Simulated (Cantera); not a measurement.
Feed: 1 mol Fe3O4, 1100 mol H2, 47 mol N2, held at 0.0530 bar.

Equilibrium computed with Cantera from the NASA thermochemical tables; the gas is ideal and each condensed phase is pure. Candidate condensed phases: Fe, FeO, Fe(OH)2, Fe(OH)3, Fe2O3, Fe3O4, H2O; 27 gas species. The numbers say what is thermodynamically allowed, not how fast it happens.

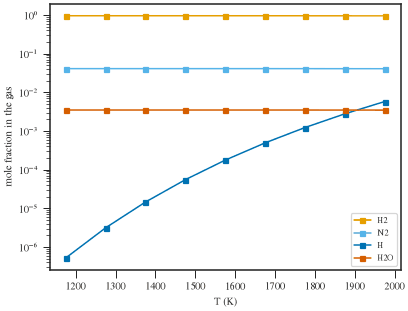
Fig. 1. Equilibrium gas composition (values under 1e-9 drawn at 1e-9)

**Question.** Read off the mole fractions at 1875 K.

**Answer.** H2 about 0.95, N2 about 0.041, H2O about 0.0035, H about 0.0028.
